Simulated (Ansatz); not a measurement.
System: C$_{2}$H$_{3}$NTe (SMILES NC#C[TeH]).

```xyz
7

N    -0.1678    0.9421    1.5125
C    -0.1170    0.1177    0.4630
C    -0.0785   -0.6455   -0.4849
Te   -0.1331   -2.0826   -1.9081
H    -0.8243    1.7139    1.4840
H     0.6916    1.1298    2.0162
H     0.6290   -1.1754   -3.0828
```

Core potentials replace the inner electrons of Te.

These are results of Ansatz, RKS CAM-B3LYP-D4/def2-SVP, not measurements.

What will maps of the electron density and electron localisation function show?

C–C (1.22 Å): ρ at the midpoint is about 2.6 e/Å³; the ELF peaks at about 0.80 between the atoms: a multiple bond.
C–N (1.34 Å): ρ is about 2.4 e/Å³ halfway; the ELF peaks at about 0.90 between the atoms; a covalent bond.
C–Te (2.02 Å): ρ is about 0.85 e/Å³ halfway; the ELF peaks at about 0.90 between the atoms: a covalent bond.
Te–H (1.67 Å): the density is about 1.2 e/Å³ at the midpoint; the ELF climbs to about 1 towards the hydrogen, as it does in any bond to H.

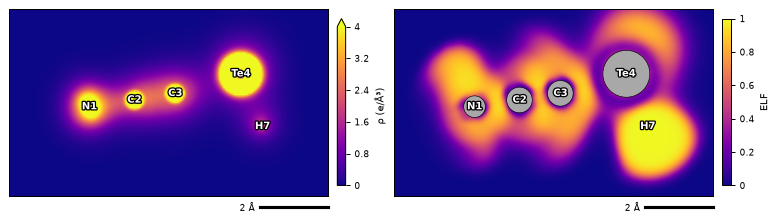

Computed electron density and electron localisation function on the plane of atoms C3, Te4 and H7, in this order. Grey discs cover the atomic cores in the ELF map. 
